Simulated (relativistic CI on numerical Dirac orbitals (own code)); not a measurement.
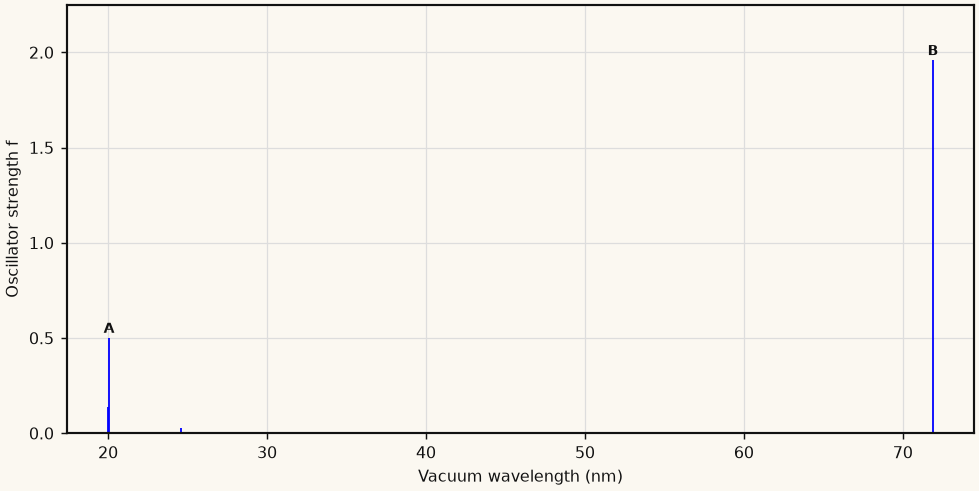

Computed spectrum: absorption lines from the lowest level (oscillator strengths f) of an atom or ion with 30 electrons. Method of calculation: Dirac CI, KLI exchange-only orbitals, Breit term, model QED, valence Slater integrals scaled by 0.85, configurations tied to the tabulated ionisation limit (radial Dirac CI code).

> Identify the ion and assign the lettered lines.

Se⁴⁺ (selenium, Z = 34). A: 3d⁹ 4s² 4p ¹P°₁ ← 3d¹⁰ 4s² ¹S₀, 20.07 nm, f = 0.50; B: 3d¹⁰ 4s 4p ¹P°₁ ← 3d¹⁰ 4s² ¹S₀, 71.91 nm, f = 2.0.

Caveat: configurations built on the next ion are tied to the tabulated ionisation energy, low ones can still be off by several thousand cm⁻¹ and the others by 10000 or more; one shift a configuration: terms inside it, and wavelengths, can be off by thousands of cm⁻¹; only a limited list of configurations is included, so lower levels can be missing; only lines among the lowest 99 of 303 levels are drawn.
